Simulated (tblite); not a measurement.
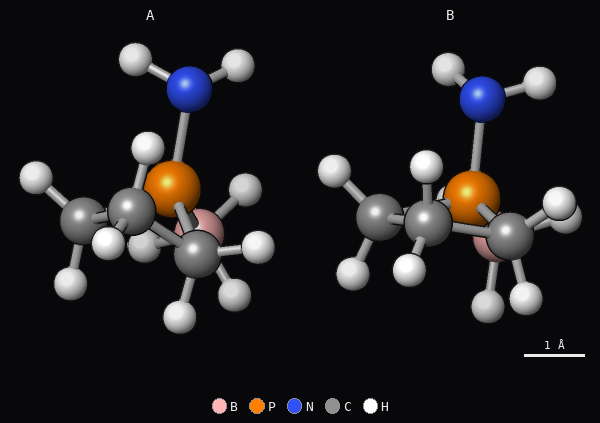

Two geometries of C₃H₁₁BNP, drawn at one scale. One is the start of a relaxation, the other its converged end. Style: ball-and-stick. Shown from a free direction.

The calculation used tblite 0.8.0, GFN2-xTB geometry optimisation, gas phase. 

**Which geometry has the lower energy?**

Structure B is the relaxed one. The largest moves after the best rigid fit, 0.88 Å, are those of H atoms. By element the largest moves are H 0.88 Å, C 0.40 Å, N 0.23 Å, B 0.22 Å, P 0.19 Å. Near-neighbour distances that change, for instance: C–P 1.789 → 1.859 Å, B–P 1.866 → 1.929 Å, C–P 1.818 → 1.858 Å, H–N 1.055 → 1.017 Å. Bond angles that change, for instance: N–P–C 116.3° → 100.0°, B–P–C 112.1° → 128.0°, C–C–C 85.4° → 97.4°. Groups turn about N–P by about 30°, C–C by about 25°, C–C by about 25°. After 100 geometry steps the energy has fallen by 1.604 eV.
